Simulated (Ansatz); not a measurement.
# SiF4 + H2S: a complex and its separated parts, part 2 of 2

Ansatz 0.2.0, Gaussian basis. Earlier steps stand in the parts before.

## 13. CAM-B3LYP-D4/def2-TZVPP

The inputs:

parta/in.yaml

```yaml
crystal:
  periodic: [false, false, false]
  atoms:
    - {symbol: Si, position_ang: [-0.672247, -0.292580, -1.178638]}
    - {symbol: F, position_ang: [-0.179333, -1.522265, -0.351560]}
    - {symbol: F, position_ang: [0.509470, 0.709186, -1.376514]}
    - {symbol: F, position_ang: [-1.834074, 0.417417, -0.413649]}
    - {symbol: F, position_ang: [-1.185052, -0.774658, -2.572828]}
basis:
  gaussian: {orbitals: def2-TZVPP}
hamiltonian: {xc: {name: CAM-B3LYP}, dispersion: d4}
```

partb/in.yaml

```yaml
crystal:
  periodic: [false, false, false]
  atoms:
    - {symbol: H, position_ang: [0.982966, -0.441558, 2.351013]}
    - {symbol: S, position_ang: [0.594142, 0.804962, 2.043532]}
    - {symbol: H, position_ang: [1.784029, 1.099597, 1.498644]}
basis:
  gaussian: {orbitals: def2-TZVPP}
hamiltonian: {xc: {name: CAM-B3LYP}, dispersion: d4}
```

One command serves all of them, each in its own folder.

Run with:

```
$ ansatz run in.yaml --threads 8 --pin off --events-out ev --progress --plain --max-ram 19148MiB
```

Output in parta, cut to the lines that bear on the results:

```text
Functional definition: CAM-B3LYP
  name "CAM-B3LYP"
  cite "Yanai, Tew & Handy, Chem. Phys. Lett. 393, 51 (2004) doi:10.1016/j.cplett.2004.06.011"
  cite "Iikura, Tsuneda, Yanai & Hirao, J. Chem. Phys. 115, 3540 (2001) doi:10.1063/1.1383587"
  cite "Becke, Phys. Rev. A 38, 3098 (1988) doi:10.1103/PhysRevA.38.3098"
  cite "Lee, Yang & Parr, Phys. Rev. B 37, 785 (1988) doi:10.1103/PhysRevB.37.785"
[...]
  # Exact exchange under (alpha + beta erf(omega r))/r, Becke's under what is left of 1/r.
[...]
915 factors; their error is unknown
171 factors; integrals over basis functions are off by at most 3.9e-6 eV
[...]
mean field -18755.95405074 eV, -689.2685981223 hartree, gradient 6.5e-5 eV, S^2 0.000000; 0 other end points of the search recorded, 0 dependent functions left out
reference -18755.95413565 eV, -689.2686012429 hartree; 25, 25 occupied and 141, 141 virtual orbitals, 915 factors
Total energy: -18756.02512043 eV, -689.2712098852 hartree
```

Output in partb, cut to the lines that bear on the results:

```text
[... 6 set-up lines as earlier in the session ...]
[...]
  # Exact exchange under (alpha + beta erf(omega r))/r, Becke's under what is left of 1/r.
[...]
414 factors; their error is unknown
87 factors; integrals over basis functions are off by at most 9.9e-5 eV
[...]
mean field -10868.61805626 eV, -399.4143465537 hartree, gradient 1.9e-5 eV, S^2 0.000000; 0 other end points of the search recorded, 0 dependent functions left out
reference -10868.61813335 eV, -399.4143493866 hartree; 9, 9 occupied and 61, 61 virtual orbitals, 414 factors
Total energy: -10868.63008891 eV, -399.4147887454 hartree
```

Wall times: 0.9 s (parta), 0.25 s (partb) on 8 threads of Arm Neoverse V1, shared host.

## 14. wB97X-V/def2-TZVPP

The same edit goes into each in.yaml of step 13 (parta, partb):

```diff
-hamiltonian: {xc: {name: CAM-B3LYP}, dispersion: d4}
+hamiltonian: {xc: {name: wB97X-V}}
```

Each run has its own folder and the same command.

Run with:

```
$ ansatz run in.yaml --threads 8 --pin off --events-out ev --progress --plain --max-ram 19148MiB
```

Output in parta, cut to the lines that bear on the results:

```text
Functional definition: wB97X-V
  name "wB97X-V"
  cite "Mardirossian & Head-Gordon, Phys. Chem. Chem. Phys. 16, 9904 (2014) doi:10.1039/C3CP54374A"
[... 2 set-up lines as earlier in the session ...]
[...]
      + integral(e_c_pw_opposite_spin*poly(b97_u_opposite, cos0, cos1)) + vv10(b, c)
915 factors; their error is unknown
160 factors; integrals over basis functions are off by at most 2.9e-6 eV
[...]
mean field -18752.91102929 eV, -689.1567691469 hartree, gradient 1.2e-5 eV, S^2 0.000000; 0 other end points of the search recorded, 0 dependent functions left out
reference -18752.91102798 eV, -689.1567690987 hartree; 25, 25 occupied and 141, 141 virtual orbitals, 915 factors
Total energy: -18752.91102798 eV, -689.1567690987 hartree
```

Output in partb, cut to the lines that bear on the results:

```text
[... 5 set-up lines as earlier in the session ...]
[...]
      + integral(e_c_pw_opposite_spin*poly(b97_u_opposite, cos0, cos1)) + vv10(b, c)
409 factors; their error is unknown
87 factors; integrals over basis functions are off by at most 4.4e-5 eV
[...]
mean field -10866.66386183 eV, -399.3425312330 hartree, gradient 7.8e-5 eV, S^2 0.000000; 0 other end points of the search recorded, 0 dependent functions left out
reference -10866.66386067 eV, -399.3425311903 hartree; 9, 9 occupied and 61, 61 virtual orbitals, 409 factors
Total energy: -10866.66386067 eV, -399.3425311903 hartree
```

Times: 2 s (parta), 0.4 s (partb) on 8 threads of Arm Neoverse V1, shared host.

## 15. wB97M-V/def2-TZVPP

The same edit goes into each in.yaml of step 14 (parta, partb):

```diff
-hamiltonian: {xc: {name: wB97X-V}}
+hamiltonian: {xc: {name: wB97M-V}}
```

The same command starts each run, in its folder.

Run with:

```
$ ansatz run in.yaml --threads 8 --pin off --events-out ev --progress --plain --max-ram 19148MiB
```

parta printed, cut to the lines that bear on the results:

```text
Functional definition: wB97M-V
  name "wB97M-V"
  cite "Mardirossian & Head-Gordon, J. Chem. Phys. 144, 214110 (2016) doi:10.1063/1.4952647"
[... 2 set-up lines as earlier in the session ...]
  # Of w^i u^j: cxij and so on, Table III.
[...]
  gx(w, u) = 1 - cx + cx01*u + cx10*w
[...]
      + integral(e_c_pw_mod_opposite_spin*gos(b97_w_opposite, b97_u_opposite)) + vv10(b, c)
915 factors; their error is unknown
160 factors; integrals over basis functions are off by at most 2.9e-6 eV
[...]
mean field -18755.11109302 eV, -689.2376199977 hartree, gradient 5.7e-6 eV, S^2 0.000000; 0 other end points of the search recorded, 0 dependent functions left out
reference -18755.11112567 eV, -689.2376211974 hartree; 25, 25 occupied and 141, 141 virtual orbitals, 915 factors
Total energy: -18755.11112567 eV, -689.2376211974 hartree
```

partb printed, cut to the lines that bear on the results:

```text
[... 5 set-up lines as earlier in the session ...]
  # Of w^i u^j: cxij and so on, Table III.
[...]
  gx(w, u) = 1 - cx + cx01*u + cx10*w
[...]
      + integral(e_c_pw_mod_opposite_spin*gos(b97_w_opposite, b97_u_opposite)) + vv10(b, c)
409 factors; their error is unknown
87 factors; integrals over basis functions are off by at most 4.4e-5 eV
[...]
mean field -10867.51054555 eV, -399.3736462857 hartree, gradient 7.8e-6 eV, S^2 0.000000; 0 other end points of the search recorded, 0 dependent functions left out
reference -10867.51057372 eV, -399.3736473210 hartree; 9, 9 occupied and 61, 61 virtual orbitals, 409 factors
Total energy: -10867.51057372 eV, -399.3736473210 hartree
```

Wall times: 2.5 s (parta), 0.5 s (partb) on 8 threads of Arm Neoverse V1, shared host.

## 16. B2PLYP/def2-TZVPP

Each input of step 15 (parta, partb) changes in the same lines:

```diff
-hamiltonian: {xc: {name: wB97M-V}}
+hamiltonian: {xc: {name: B2PLYP}}
```

The same command starts each run, in its folder.

Run with:

```
$ ansatz run in.yaml --threads 8 --pin off --events-out ev --progress --plain --max-ram 19148MiB
```

Log of parta, cut to the lines that bear on the results:

```text
Functional definition: B2PLYP
  name "B2PLYP"
  cite "Grimme, J. Chem. Phys. 124, 034108 (2006) doi:10.1063/1.2148954"
[... 2 set-up lines as earlier in the session ...]
[...]
1077 factors; integrals over basis functions are off by at most 5.1e-4 eV
[...]
mean field -18739.76923535 eV, -688.6738171274 hartree, gradient 6.5e-7 eV, S^2 0.000000; 0 other end points of the search recorded, 0 dependent functions left out
9 core orbitals not correlated: weight in the atoms' cores, before any rotation towards them, 1.000 or more for the frozen orbitals, at most 0.000 for the correlated occupied ones
reference -18739.76933924 eV, -688.6738209454 hartree; 16, 16 occupied and 141, 141 virtual orbitals, 1077 factors
second order -35.33832084 eV of doubles, -0.00000000 eV of singles
Total energy: -18749.31068587 eV, -689.0244589666 hartree
```

partb printed, cut to the lines that bear on the results:

```text
[... 5 set-up lines as earlier in the session ...]
[...]
386 factors; integrals over basis functions are off by at most 7.9e-4 eV
[...]
mean field -10863.10100498 eV, -399.2115986587 hartree, gradient 3.7e-6 eV, S^2 0.000000; 0 other end points of the search recorded, 0 dependent functions left out
5 core orbitals not correlated: weight in the atoms' cores, before any rotation towards them, 1.000 or more for the frozen orbitals, at most 0.000 for the correlated occupied ones
reference -10863.10110488 eV, -399.2116023301 hartree; 4, 4 occupied and 61, 61 virtual orbitals, 386 factors
second order -6.35695513 eV of doubles, -0.00000000 eV of singles
Total energy: -10864.81748277 eV, -399.2746780539 hartree
```

They took 1.6 s (parta), 0.25 s (partb) on 8 threads of Arm Neoverse V1, shared host.

## 17. PBE-QIDH/def2-TZVPP

Each input of step 16 (parta, partb) changes in the same lines:

```diff
-hamiltonian: {xc: {name: B2PLYP}}
+hamiltonian: {xc: {name: PBE-QIDH}}
```

The same command starts each run, in its folder.

Run with:

```
$ ansatz run in.yaml --threads 8 --pin off --events-out ev --progress --plain --max-ram 19148MiB
```

parta printed, cut to the lines that bear on the results:

```text
Functional definition: PBE-QIDH
  name "PBE-QIDH"
  cite "Brémond, Sancho-García, Pérez-Jiménez & Adamo, J. Chem. Phys. 141, 031101 (2014) doi:10.1063/1.4890314"
[... 1 set-up line as earlier in the session ...]
[...]
1077 factors; integrals over basis functions are off by at most 5.1e-4 eV
[...]
mean field -18729.93579014 eV, -688.3124446811 hartree, gradient 1.5e-6 eV, S^2 0.000000; 0 other end points of the search recorded, 0 dependent functions left out
9 core orbitals not correlated: weight in the atoms' cores, before any rotation towards them, 1.000 or more for the frozen orbitals, at most 0.000 for the correlated occupied ones
reference -18729.93579663 eV, -688.3124449198 hartree; 16, 16 occupied and 141, 141 virtual orbitals, 1077 factors
second order -33.11264141 eV of doubles, -0.00000000 eV of singles
Total energy: -18740.97334377 eV, -688.7180672955 hartree
```

Output in partb, cut to the lines that bear on the results:

```text
[... 4 set-up lines as earlier in the session ...]
[...]
386 factors; integrals over basis functions are off by at most 7.9e-4 eV
[...]
mean field -10860.20493718 eV, -399.1051701302 hartree, gradient 1.1e-6 eV, S^2 0.000000; 0 other end points of the search recorded, 0 dependent functions left out
5 core orbitals not correlated: weight in the atoms' cores, before any rotation towards them, 1.000 or more for the frozen orbitals, at most 0.000 for the correlated occupied ones
reference -10860.20494397 eV, -399.1051703795 hartree; 4, 4 occupied and 61, 61 virtual orbitals, 386 factors
second order -5.89922862 eV of doubles, -0.00000000 eV of singles
Total energy: -10862.17135351 eV, -399.1774345972 hartree
```

Wall times: 1.5 s (parta), 0.3 s (partb) on 8 threads of Arm Neoverse V1, shared host.

## 18. RPA on PBE/def2-TZVPP

The same edit goes into each in.yaml of step 17 (parta, partb):

```diff
-hamiltonian: {xc: {name: PBE-QIDH}}
+hamiltonian: {xc: pbe}
+correlation: {method: rpa}
```

The same command starts each run, in its folder.

Run with:

```
$ ansatz run in.yaml --threads 8 --pin off --events-out ev --progress --plain --max-ram 19148MiB
```

Log of parta, cut to the lines that bear on the results:

```text
[... 4 set-up lines as earlier in the session ...]
[...]
1077 factors; integrals over basis functions are off by at most 5.1e-4 eV
[...]
mean field -18743.43649064 eV, -688.8085862734 hartree, gradient 2.7e-7 eV, S^2 0.000000; 0 other end points of the search recorded, 0 dependent functions left out
9 core orbitals not correlated: weight in the atoms' cores, before any rotation towards them, 1.000 or more for the frozen orbitals, at most 0.000 for the correlated occupied ones
reference -18697.38435304 eV, -687.1162014319 hartree; 16, 16 occupied and 141, 141 virtual orbitals, 1077 factors
Total energy: -18741.70690566 eV, -688.7450251976 hartree
```

Log of partb, cut to the lines that bear on the results:

```text
[... 4 set-up lines as earlier in the session ...]
[...]
386 factors; integrals over basis functions are off by at most 7.9e-4 eV
[...]
mean field -10863.54275129 eV, -399.2278325360 hartree, gradient 1.7e-6 eV, S^2 0.000000; 0 other end points of the search recorded, 0 dependent functions left out
5 core orbitals not correlated: weight in the atoms' cores, before any rotation towards them, 1.000 or more for the frozen orbitals, at most 0.000 for the correlated occupied ones
reference -10849.04783307 eV, -398.6951541165 hartree; 4, 4 occupied and 61, 61 virtual orbitals, 386 factors
Total energy: -10858.41208069 eV, -399.0392838694 hartree
```

They took 1.5 s (parta), 0.25 s (partb) on 8 threads of Arm Neoverse V1, shared host.

## 19. CCSD(T)/def2-TZVPP

The same edit goes into each in.yaml of step 18 (parta, partb):

```diff
-hamiltonian: {xc: pbe}
-correlation: {method: rpa}
+correlation: {method: ccsd_t}
```

Each run has its own folder and the same command.

Run with:

```
$ ansatz run in.yaml --threads 8 --pin off --events-out ev --progress --plain --max-ram 19148MiB
```

Output in parta, cut to the lines that bear on the results:

```text
Functional definition: HF
  name "HF"
  cite "Fock, Z. Phys. 61, 126 (1930) doi:10.1007/BF01340294"
[... 1 set-up line as earlier in the session ...]
[...]
1077 factors; integrals over basis functions are off by at most 5.1e-4 eV
[...]
mean field -18699.14032099 eV, -687.1807320637 hartree, gradient 2.1e-6 eV, S^2 0.000000; 0 other end points of the search recorded, 0 dependent functions left out
9 core orbitals not correlated: weight in the atoms' cores, before any rotation towards them, 1.000 or more for the frozen orbitals, at most 0.000 for the correlated occupied ones
reference -18699.14032099 eV, -687.1807320637 hartree; 16, 16 occupied and 141, 141 virtual orbitals, 1077 factors
second order -29.98038743 eV of doubles, -0.00000000 eV of singles
cycle   1  -29.38958720 eV  change    5.9e-1 eV  update   1.0e-1
[...]
cycle   9  -30.00167139 eV  change    2.2e-6 eV  update   3.6e-6
perturbative correction -0.82429678 eV, -0.0302923481 hartree
Total energy: -18729.96628916 eV, -688.3135654994 hartree
```

partb printed, cut to the lines that bear on the results:

```text
[... 4 set-up lines as earlier in the session ...]
[...]
386 factors; integrals over basis functions are off by at most 7.9e-4 eV
[...]
mean field -10849.38766402 eV, -398.7076426738 hartree, gradient 1.3e-6 eV, S^2 0.000000; 0 other end points of the search recorded, 0 dependent functions left out
5 core orbitals not correlated: weight in the atoms' cores, before any rotation towards them, 1.000 or more for the frozen orbitals, at most 0.000 for the correlated occupied ones
reference -10849.38766402 eV, -398.7076426738 hartree; 4, 4 occupied and 61, 61 virtual orbitals, 386 factors
second order -5.20099162 eV of doubles, -0.00000000 eV of singles
cycle   1  -5.68445666 eV  change   -4.8e-1 eV  update   4.9e-2
[...]
cycle   8  -5.86298868 eV  change    2.7e-6 eV  update   5.9e-6
perturbative correction -0.21794365 eV, -0.0080092815 hartree
Total energy: -10855.46859636 eV, -398.9311128153 hartree
```

Times: 4.8 s (parta), 0.25 s (partb) on 8 threads of Arm Neoverse V1, shared host; peak memory 0.87 GiB.

## 20. Vibrations of SiF4

vib-parta/in.yaml reads:

```yaml
crystal:
  periodic: [false, false, false]
  atoms:
    - {symbol: Si, position_ang: [-0.672247, -0.292580, -1.178638]}
    - {symbol: F, position_ang: [-0.179333, -1.522265, -0.351560]}
    - {symbol: F, position_ang: [0.509470, 0.709186, -1.376514]}
    - {symbol: F, position_ang: [-1.834074, 0.417417, -0.413649]}
    - {symbol: F, position_ang: [-1.185052, -0.774658, -2.572828]}
basis:
  gaussian: {orbitals: def2-TZVP}
hamiltonian: {xc: pbe0, dispersion: d4}
phonons: {temperatures: {t_min: 298.15, t_max: 900, t_step: 200}}
```

Run with:

```
$ ansatz run in.yaml --threads 8 --pin off --events-out ev --progress --plain --max-ram 19148MiB
```

Log, cut to the lines that bear on the results:

```text
[... 5 set-up lines as earlier in the session ...]
[...]
892 factors; their error is unknown
[...]
mean field -18744.19946463 eV, -688.8366250504 hartree, gradient 3.1e-5 eV, S^2 0.000000; 0 other end points of the search recorded, 0 dependent functions left out
[...]
Atom 2 at     0.509470     0.709186    -1.376514 Å, force    -0.000021     0.000034     0.000002 eV/Å
Atom 3 at    -1.834074     0.417417    -0.413649 Å, force     0.000022     0.000028     0.000019 eV/Å
Atom 4 at    -1.185052    -0.774658    -2.572828 Å, force     0.000022    -0.000034    -0.000002 eV/Å
Dipole moment:     0.000000    -0.000000     0.000000 e Å
Vibrations: 258.01 258.02 381.07 381.07 381.08 796.00 1033.65 1033.65 1033.65 cm⁻¹, zero-point energy 0.344441 eV
```

Run time: 6 s. Hardware: 8 threads of Arm Neoverse V1, shared host.

Wavenumbers and character of the modes:

| mode | wavenumber (cm⁻¹) | character |
| --- | --- | --- |
| 1 | 258 | bend |
| 2 | 258 | bend |
| 3 | 381 | bend |
| 4 | 381 | bend |
| 5 | 381 | bend |
| 6 | 796 | Si–F stretch |
| 7 | 1034 | Si–F stretch |
| 8 | 1034 | Si–F stretch |
| 9 | 1034 | Si–F stretch |

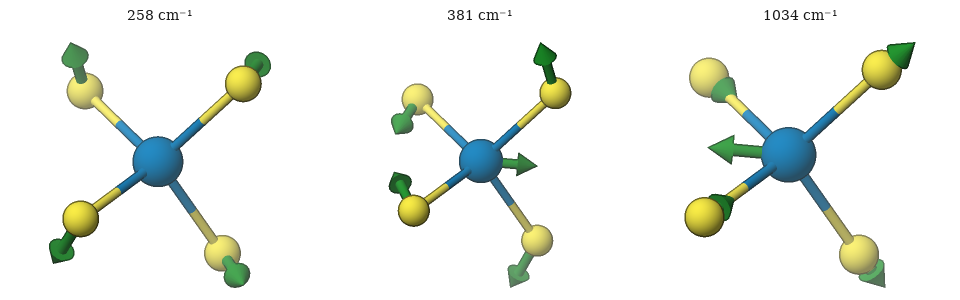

Displacements of 3 modes, as arrows.

Vibrational sums (real modes only):

| T (K) | entropy (J/mol/K) | heat capacity (J/mol/K) |
| --- | --- | --- |
| 298 | 28.9 | 40.6 |
| 498 | 53.9 | 56.4 |
| 698 | 74.3 | 63.9 |
| 898 | 90.9 | 67.8 |

## 21. Vibrations of H2S

vib-partb/in.yaml reads:

```yaml
crystal:
  periodic: [false, false, false]
  atoms:
    - {symbol: H, position_ang: [0.982966, -0.441558, 2.351013]}
    - {symbol: S, position_ang: [0.594142, 0.804962, 2.043532]}
    - {symbol: H, position_ang: [1.784029, 1.099597, 1.498644]}
basis:
  gaussian: {orbitals: def2-TZVP}
hamiltonian: {xc: pbe0, dispersion: d4}
phonons: {temperatures: {t_min: 298.15, t_max: 900, t_step: 200}}
```

Run with:

```
$ ansatz run in.yaml --threads 8 --pin off --events-out ev --progress --plain --max-ram 19148MiB
```

Log, cut to the lines that bear on the results:

```text
[... 5 set-up lines as earlier in the session ...]
[...]
359 factors; their error is unknown
[...]
mean field -10864.45046233 eV, -399.2611903018 hartree, gradient 4.8e-5 eV, S^2 0.000000; 0 other end points of the search recorded, 0 dependent functions left out
[...]
Total energy: -10864.46265866 eV, -399.2616385085 hartree
Atom 0 at     0.982966    -0.441558     2.351013 Å, force    -0.001734     0.002470    -0.000254 eV/Å
Atom 1 at     0.594142     0.804962     2.043532 Å, force     0.004596    -0.002771    -0.000691 eV/Å
Atom 2 at     1.784029     1.099597     1.498644 Å, force    -0.002862     0.000301     0.000946 eV/Å
Dipole moment:     0.205566    -0.123946    -0.030913 e Å
Vibrations: 1209.19 2723.59 2738.85 cm⁻¹, zero-point energy 0.413588 eV
```

Run time: 0.66 s. Hardware: 8 threads of Arm Neoverse V1, shared host.

Wavenumbers and character of the modes:

| mode | wavenumber (cm⁻¹) | character |
| --- | --- | --- |
| 1 | 1209 | bend |
| 2 | 2724 | S–H stretch |
| 3 | 2739 | S–H stretch |

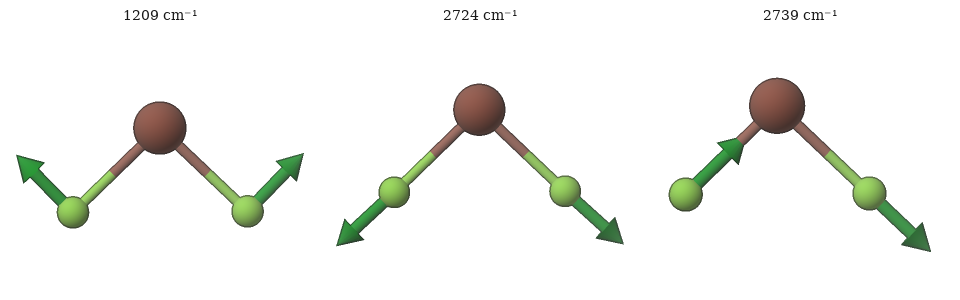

How the atoms move in 3 of the modes.

Vibrational sums (real modes only):

```
T (K)  entropy (J/mol/K)  heat capacity (J/mol/K)
  298                0.2                      0.8
  498                1.2                      3.7
  698                3.0                      7.0
  898                5.1                     10.2
```

## 22. Complex less separated parts

The complex's own energies come from single points at the same levels.

Rows are in def2-TZVPP; times add the 3 runs of a level on a shared host, so small differences are noise.

Differences are taken before rounding.

| method | rung | complex less parts (kJ/mol) | from CCSD(T) (kJ/mol) | time |
| --- | --- | --- | --- | --- |
| SPW92 | LDA | -17.6 | -9.7 | 1.4 s |
| PBE-D4 | GGA | -13.4 | -5.5 | 2 s |
| BLYP-D4 | GGA | -13.4 | -5.6 | 2.2 s |
| r2SCAN-D4 | meta-GGA | -11.9 | -4.1 | 4.6 s |
| B97M-V | meta-GGA | -11.2 | -3.3 | 8.5 s |
| PBE0-D4 | hybrid | -12.3 | -4.4 | 3 s |
| B3LYP-D4 | hybrid | -13.1 | -5.3 | 2.9 s |
| r2SCAN0-D4 | hybrid | -11.6 | -3.7 | 5.3 s |
| BHLYP-D4 | hybrid | -13.6 | -5.7 | 2.8 s |
| CAM-B3LYP-D4 | range-separated hybrid | -12.5 | -4.6 | 3.1 s |
| wB97X-V | range-separated hybrid | -11.3 | -3.4 | 6.7 s |
| wB97M-V | range-separated hybrid | -11.9 | -4.1 | 9 s |
| B2PLYP | double hybrid | -5.3 | +2.5 | 5.3 s |
| PBE-QIDH | double hybrid | -7.2 | +0.6 | 5.3 s |
| RPA on PBE | RPA | -6.3 | +1.5 | 5.2 s |
| Hartree-Fock | wavefunction | 0.3 | +8.1 |  |
| MP2 | wavefunction | -7.9 | -0.1 |  |
| CCSD | wavefunction | -6.5 | +1.3 |  |
| CCSD(T) | wavefunction | -7.8 | 0 | 2.4 min |

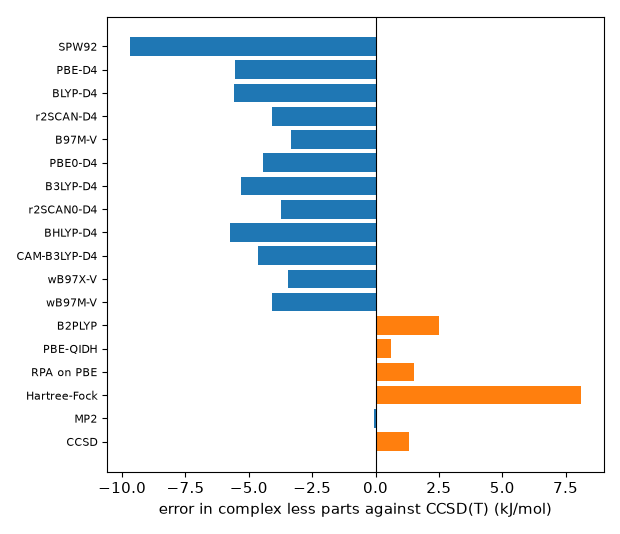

Error of each method against CCSD(T).

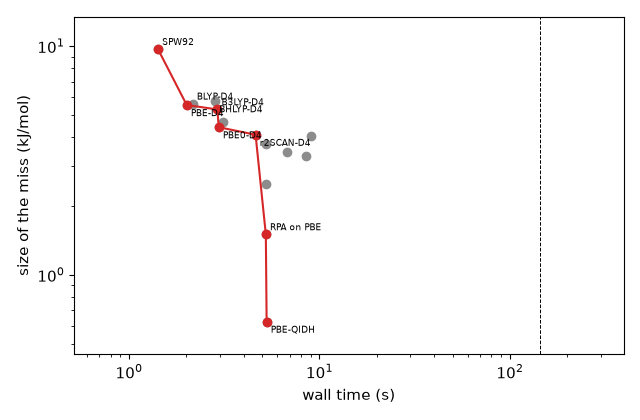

Accuracy for the time spent; red marks the levels that beat every quicker one drawn (of those quicker than the yardstick), and the dashed line is the time of CCSD(T). Only those levels and the largest misses are named. Times are from a shared host.

PBE-QIDH reaches 0.6 kJ/mol from the reference in 5.3 s, where CCSD(T) took 2.4 min; the quickest level in the cost chart, SPW92, takes 1.4 s and misses by 9.7 kJ/mol.

The complex's zero-point energy, from a separate PBE0-D4 run, is 0.788 eV.

## 23. Outcome

What follows sums up all 2 parts.

| quantity | value |
| --- | --- |
| complex less parts, CCSD(T)/def2-TZVPP | -7.8 kJ/mol |
| with zero-point energy | -5.0 kJ/mol |
| largest T1 diagnostic | 0.011 |

At CCSD(T) the complex lies 7.8 kJ/mol below its parts. The functionals run from PBE-QIDH, off by +0.6 kJ/mol, to SPW92, off by -9.7 kJ/mol, against CCSD(T). Mean unsigned error by rung: LDA 9.7, GGA 5.6, meta-GGA 3.7, hybrid 4.8, range-separated hybrid 4.0, double hybrid 1.6 kJ/mol. PBE-D4 gives a relative energy 5.5 kJ/mol too low, an error of 70 % of the reference. The complex's frequency run has imaginary modes: the structure is no minimum, so both the energy and the zero-point correction are in doubt. No counterpoise was applied, and triple zeta lacks some correlation, so the CCSD(T) reference has a basis error of its own, and close matches with it are partly luck.
